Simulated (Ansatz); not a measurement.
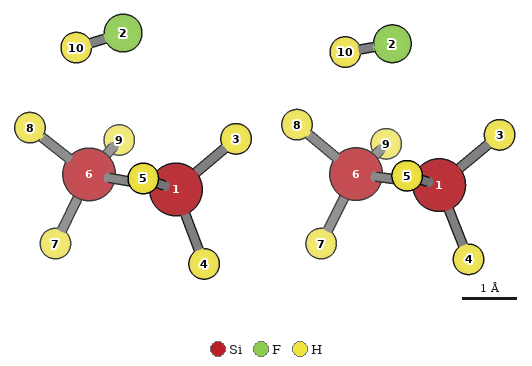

Two geometries of Si2H7F, drawn at one scale. One is the start of a relaxation, the other its converged end. A ball-and-stick model, seen from a free direction.

Level of theory: RKS PBE0/def2-SVP in Ansatz. (no spin polarisation; force threshold 0.03 eV/Å; at most 50 steps)

**Which one is relaxed?**

The left one is the relaxed one. The run prepares an end point of a later path (reaction) calculation, from a guessed geometry. F2 moves most after the best rigid fit: 0.25 Å. Largest moves by element: F 0.25 Å, Si 0.10 Å, H 0.10 Å. Near-neighbour distances that change, for instance: Si1–Si6 2.258 → 2.350 Å. The energy falls by 1.95 kcal/mol in 6 accepted moves (9 points after the start). Largest force component: 1 eV/Å at the start, 0.028 eV/Å at the end. The line search rejected the trial steps at points 4, 6, 8 of the run. The forces were under the threshold at step 7, but the run went on from there. Cost: 17 s on 2 threads of Arm Neoverse V1 (shared host), peak memory 0.16 GiB.
